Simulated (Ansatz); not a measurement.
## C2H8BBrSSi: nudged elastic band (part 2 of 2)

C2H8BBrSSi; RHF/def2-SVP (Ansatz 0.2.0). It belongs to a series of runs on one base structure; here: band between the two ends.

Geometry of the input (Å):
```
B  -0.4240  -1.5815  -1.0403
C  -0.0898  -0.4273  -0.0108
C  0.8797  -0.7495  1.1162
Br -2.0023  -0.6000  0.6888
Si 0.0558  1.3213  -0.7525
S  0.0601  2.8779  0.7345
H  -0.1737  -2.7165  -0.7492
H  -0.9000  -1.3203  -2.1080
H  1.8945  -0.7458  0.7071
H  0.6916  -1.7377  1.5344
H  0.8413  -0.0128  1.9176
H  1.3843  1.4188  -1.3977
H  -1.0223  1.5231  -1.7356
H  -1.2084  2.7211  1.1246
```

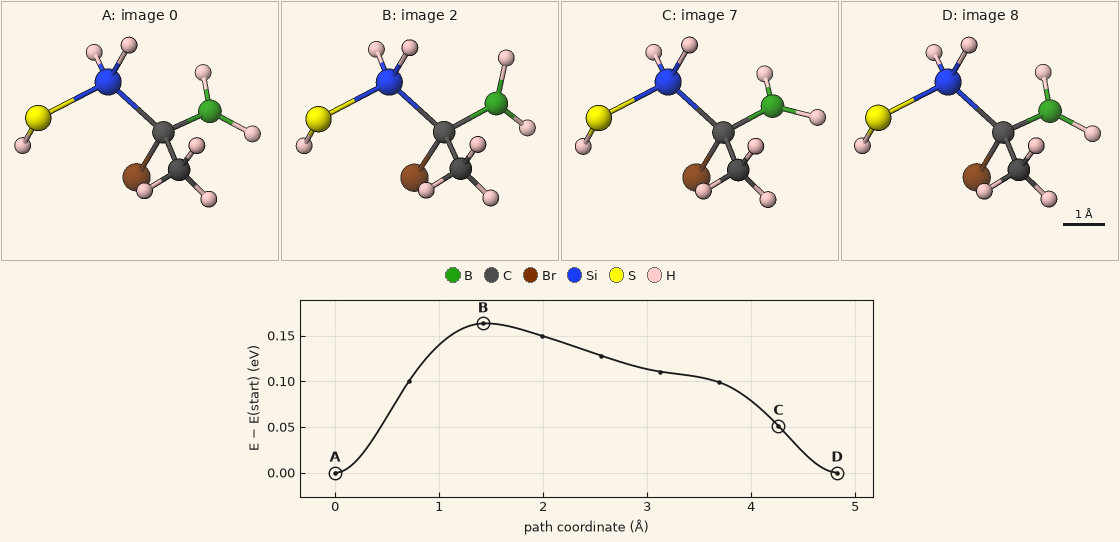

**Figure 1.** Images of the last band (counted from 0; ball-and-stick, seen at a tilt) above the energy along the path; the line is a cubic interpolation that uses the forces. The highest image is number 2, 0.163 eV above the start and 0.163 eV above the end (the climbing image); start and end have the same energy. The path is 4.83 Å long. The band converged in 19 iterations.

```
Total energy: -91521.72166571 eV, -3363.3612355637 hartree
Atom 0 at    -0.308587    -1.585533    -1.053654 Å, force     0.000901     0.001019    -0.002881 eV/Å
Atom 1 at    -0.250865    -0.432748     0.039257 Å, force     0.003482    -0.001453     0.006364 eV/Å
Atom 2 at     0.868040    -0.761445     1.041893 Å, force    -0.002786     0.001483     0.001538 eV/Å
Atom 3 at    -2.003368    -0.453788     1.003241 Å, force    -0.000122    -0.000674    -0.000587 eV/Å
Atom 4 at    -0.076997     1.300738    -0.736806 Å, force     0.000895     0.000939    -0.000524 eV/Å
Atom 5 at     0.048496     2.885231     0.713145 Å, force    -0.002473     0.000058    -0.000567 eV/Å
Atom 6 at    -0.789314    -2.648392    -0.789887 Å, force     0.000613     0.000422     0.000815 eV/Å
Atom 7 at     0.196089    -1.415509    -2.130941 Å, force    -0.003083    -0.000514    -0.002456 eV/Å
Atom 8 at     1.834009    -0.775186     0.528211 Å, force    -0.000264    -0.000297    -0.000034 eV/Å
Atom 9 at     0.714391    -1.737283     1.503867 Å, force     0.000246     0.000198    -0.000997 eV/Å
Atom 10 at     0.920750    -0.012623     1.831453 Å, force     0.000096    -0.000494    -0.000774 eV/Å
Atom 11 at     1.215004     1.353250    -1.455542 Å, force     0.000624    -0.000477     0.000296 eV/Å
Atom 12 at    -1.197060     1.511896    -1.675045 Å, force     0.000621    -0.000741    -0.000093 eV/Å
Atom 13 at    -1.183587     2.742293     1.209608 Å, force     0.001249     0.000531    -0.000101 eV/Å
Dipole moment:     0.187720    -0.234705    -0.145839 e Å
this run last wrote the band of iteration 19 to [file]
```

The last band as extended XYZ (Å, eV, eV/Å):
```
14
Properties=species:S:1:pos:R:3:forces:R:3 image=0 energy=-91521.88497
B    -0.4240   -1.5815   -1.0403    0.0059  -0.0024  -0.0080
C    -0.0898   -0.4273   -0.0108    0.0009  -0.0026   0.0029
C     0.8797   -0.7495    1.1162   -0.0026   0.0009   0.0015
Br   -2.0023   -0.6000    0.6888    0.0040   0.0006  -0.0008
Si    0.0558    1.3213   -0.7525   -0.0015   0.0003   0.0036
S     0.0601    2.8779    0.7345    0.0011   0.0052   0.0013
H    -0.1737   -2.7165   -0.7492   -0.0050  -0.0010   0.0012
H    -0.9000   -1.3203   -2.1080   -0.0027  -0.0014   0.0013
H     1.8945   -0.7458    0.7071    0.0016   0.0007  -0.0005
H     0.6916   -1.7377    1.5344    0.0002   0.0001  -0.0012
H     0.8413   -0.0128    1.9176   -0.0019   0.0000   0.0013
H     1.3843    1.4188   -1.3977   -0.0005   0.0012  -0.0010
H    -1.0223    1.5231   -1.7356   -0.0001  -0.0016  -0.0016
H    -1.2084    2.7211    1.1246    0.0005  -0.0001   0.0000
14
Properties=species:S:1:pos:R:3:forces:R:3 image=1 energy=-91521.78442
B    -0.3475   -1.5814   -1.0636   -0.0111   0.0038   0.0021
C    -0.1696   -0.4310    0.0224    0.0229  -0.0005  -0.0033
C     0.8661   -0.7558    1.0954    0.0009   0.0014   0.0148
Br   -2.0174   -0.5167    0.8280   -0.0031  -0.0163  -0.0440
Si   -0.0197    1.3077   -0.7430    0.0133   0.0029  -0.0015
S     0.0756    2.8861    0.7182    0.0043  -0.0004   0.0004
H    -0.4538   -2.7169   -0.7014    0.0828  -0.0203   0.0209
H    -0.3410   -1.3334   -2.2369   -0.1331   0.0218  -0.0304
H     1.8577   -0.7697    0.6321    0.0056   0.0019   0.0257
H     0.6886   -1.7361    1.5373   -0.0058   0.0007   0.0079
H     0.8804   -0.0090    1.8880   -0.0107   0.0012   0.0139
H     1.2746    1.3787   -1.4567    0.0153   0.0067   0.0002
H    -1.1406    1.5108   -1.6797    0.0147  -0.0014  -0.0010
H    -1.1664    2.7377    1.1886    0.0041  -0.0016  -0.0058
14
Properties=species:S:1:pos:R:3:forces:R:3 image=2 energy=-91521.72167
B    -0.3086   -1.5855   -1.0537    0.0009   0.0010  -0.0029
C    -0.2509   -0.4327    0.0393    0.0035  -0.0015   0.0064
C     0.8680   -0.7614    1.0419   -0.0028   0.0015   0.0015
Br   -2.0034   -0.4538    1.0032   -0.0001  -0.0007  -0.0006
Si   -0.0770    1.3007   -0.7368    0.0009   0.0009  -0.0005
S     0.0485    2.8852    0.7131   -0.0025   0.0001  -0.0006
H    -0.7893   -2.6484   -0.7899    0.0006   0.0004   0.0008
H     0.1961   -1.4155   -2.1309   -0.0031  -0.0005  -0.0025
H     1.8340   -0.7752    0.5282   -0.0003  -0.0003   0.0000
H     0.7144   -1.7373    1.5039    0.0002   0.0002  -0.0010
H     0.9207   -0.0126    1.8315    0.0001  -0.0005  -0.0008
H     1.2150    1.3533   -1.4555    0.0006  -0.0005   0.0003
H    -1.1971    1.5119   -1.6750    0.0006  -0.0007  -0.0001
H    -1.1836    2.7423    1.2096    0.0012   0.0005  -0.0001
14
Properties=species:S:1:pos:R:3:forces:R:3 image=3 energy=-91521.73528
B    -0.2984   -1.5890   -1.0448    0.0042  -0.0014  -0.0006
C    -0.2721   -0.4472    0.0483    0.0000  -0.0035   0.0048
C     0.8854   -0.7496    1.0223   -0.0082   0.0027  -0.0126
Br   -1.9827   -0.4417    1.0804    0.0009   0.0009   0.0059
Si   -0.1120    1.2876   -0.7400    0.0034  -0.0007   0.0009
S     0.0328    2.8702    0.7078    0.0011   0.0004  -0.0028
H    -1.0577   -2.5097   -0.9953   -0.0197   0.0106  -0.0130
H     0.5207   -1.5429   -1.9233    0.0188  -0.0063   0.0131
H     1.8361   -0.7505    0.4828    0.0031   0.0008  -0.0012
H     0.7612   -1.7239    1.4969    0.0045  -0.0007   0.0027
H     0.9407    0.0038    1.8067    0.0055   0.0012   0.0025
H     1.1684    1.3441   -1.4777   -0.0040  -0.0011  -0.0004
H    -1.2460    1.4955   -1.6619   -0.0054  -0.0014  -0.0018
H    -1.1893    2.7240    1.2266   -0.0043  -0.0014   0.0025
14
Properties=species:S:1:pos:R:3:forces:R:3 image=4 energy=-91521.75697
B    -0.3034   -1.5799   -1.0574   -0.0007   0.0024   0.0010
C    -0.2565   -0.4770    0.0666    0.0018  -0.0003   0.0016
C     0.9086   -0.7304    1.0420    0.0007   0.0003   0.0032
Br   -1.9622   -0.4580    1.1114    0.0029  -0.0014   0.0031
Si   -0.1273    1.2599   -0.7444   -0.0030  -0.0020   0.0005
S     0.0183    2.8492    0.6935   -0.0030  -0.0024  -0.0015
H    -1.2677   -2.2457   -1.2851   -0.0133   0.0177  -0.0212
H     0.6917   -1.7296   -1.7144    0.0098  -0.0132   0.0149
H     1.8543   -0.7243    0.4953    0.0019   0.0018  -0.0012
H     0.8084   -1.6986    1.5343    0.0043   0.0024   0.0014
H     0.9530    0.0363    1.8137    0.0024   0.0024  -0.0014
H     1.1418    1.3266   -1.5000   -0.0023  -0.0010  -0.0027
H    -1.2752    1.4483   -1.6527   -0.0021  -0.0044   0.0021
H    -1.1969    2.6943    1.2260    0.0006  -0.0024   0.0003
14
Properties=species:S:1:pos:R:3:forces:R:3 image=5 energy=-91521.77441
B    -0.3098   -1.5647   -1.0773    0.0027   0.0012   0.0058
C    -0.2408   -0.4888    0.0702    0.0045   0.0005  -0.0002
C     0.8856   -0.7339    1.0848   -0.0002   0.0012   0.0024
Br   -1.9848   -0.4539    1.0544    0.0002  -0.0029  -0.0007
Si   -0.0985    1.2472   -0.7518   -0.0017   0.0008  -0.0018
S     0.0545    2.8359    0.6847   -0.0021  -0.0011  -0.0003
H    -1.3398   -1.8854   -1.5897   -0.0057   0.0098  -0.0108
H     0.7255   -2.0169   -1.4842    0.0008  -0.0097   0.0045
H     1.8461   -0.7408    0.5644    0.0006   0.0008   0.0002
H     0.7660   -1.6977    1.5809    0.0017   0.0010   0.0003
H     0.9159    0.0396    1.8502    0.0008   0.0004  -0.0003
H     1.1731    1.3026   -1.5057   -0.0008  -0.0004  -0.0020
H    -1.2417    1.4397   -1.6631   -0.0015  -0.0014   0.0018
H    -1.1644    2.6879    1.2112    0.0007   0.0000   0.0011
14
Properties=species:S:1:pos:R:3:forces:R:3 image=6 energy=-91521.78612
B    -0.3212   -1.5699   -1.0825    0.0070  -0.0053  -0.0042
C    -0.2159   -0.4674    0.0468    0.0025   0.0015   0.0015
C     0.8446   -0.7443    1.1154    0.0022   0.0019  -0.0032
Br   -2.0209   -0.4679    0.9293    0.0003  -0.0052  -0.0012
Si   -0.0437    1.2669   -0.7558    0.0003   0.0012  -0.0009
S     0.1049    2.8476    0.6922   -0.0041   0.0013   0.0015
H    -1.2457   -1.5818   -1.8403   -0.0005   0.0188  -0.0159
H     0.5690   -2.3632   -1.2160   -0.0129  -0.0224   0.0194
H     1.8300   -0.7642    0.6429    0.0035   0.0028   0.0002
H     0.6832   -1.7128    1.5894    0.0042   0.0011  -0.0001
H     0.8546    0.0199    1.8907    0.0023   0.0008   0.0019
H     1.2437    1.3076   -1.4858   -0.0021   0.0040  -0.0008
H    -1.1666    1.4817   -1.6855   -0.0030   0.0003   0.0012
H    -1.1291    2.7187    1.1880    0.0002  -0.0008   0.0005
14
Properties=species:S:1:pos:R:3:forces:R:3 image=7 energy=-91521.83370
B    -0.3510   -1.5791   -1.0702   -0.0070  -0.0025   0.0051
C    -0.1635   -0.4409    0.0180    0.0130   0.0042  -0.0057
C     0.8458   -0.7424    1.1220    0.0096   0.0041  -0.0020
Br   -2.0208   -0.5560    0.8069    0.0079  -0.0269  -0.0153
Si   -0.0050    1.2962   -0.7550   -0.0014   0.0060   0.0012
S     0.1112    2.8704    0.7063   -0.0065   0.0051   0.0020
H    -1.0677   -1.3999   -2.0117    0.0352   0.0339  -0.0299
H     0.2520   -2.6098   -0.9650   -0.0672  -0.0505   0.0505
H     1.8492   -0.7586    0.6875    0.0111   0.0087  -0.0013
H     0.6611   -1.7188    1.5699    0.0118   0.0012  -0.0087
H     0.8315    0.0098    1.9093    0.0062   0.0005  -0.0010
H     1.2950    1.3472   -1.4621   -0.0015   0.0141  -0.0021
H    -1.1160    1.5127   -1.6980   -0.0039   0.0022   0.0038
H    -1.1347    2.7401    1.1710   -0.0073   0.0000   0.0033
14
Properties=species:S:1:pos:R:3:forces:R:3 image=8 energy=-91521.88486
B    -0.4192   -1.5821   -1.0420    0.0012   0.0047  -0.0177
C    -0.0939   -0.4276   -0.0093    0.0104  -0.0107   0.0013
C     0.8757   -0.7483    1.1185    0.0053  -0.0101  -0.0035
Br   -2.0045   -0.6041    0.6881   -0.0107  -0.0019   0.0023
Si    0.0505    1.3198   -0.7532    0.0160   0.0002   0.0009
S     0.0709    2.8798    0.7300   -0.0181   0.0015   0.0069
H    -0.8914   -1.3208   -2.1118   -0.0038  -0.0008   0.0083
H    -0.1674   -2.7173   -0.7531   -0.0029   0.0021   0.0080
H     1.8916   -0.7362    0.7115   -0.0085   0.0026   0.0066
H     0.6931   -1.7401    1.5311    0.0007   0.0054  -0.0008
H     0.8303   -0.0164    1.9239    0.0004   0.0036  -0.0043
H     1.3767    1.4117   -1.4036    0.0017   0.0038  -0.0064
H    -1.0302    1.5227   -1.7332   -0.0030  -0.0004   0.0039
H    -1.1952    2.7296    1.1319    0.0114  -0.0002  -0.0054
```

Results in brief:

```json
{"quantity": "outcome", "value": "converged"}
{"quantity": "barrier, forward", "value": "0.163 eV"}
{"quantity": "barrier, backward", "value": "0.163 eV"}
{"quantity": "wall time", "value": "5.8 min (CPU time 11 min)"}
{"quantity": "peak memory", "value": "0.51 GiB"}
```

Remarks:

The order of the saddle point was not checked.
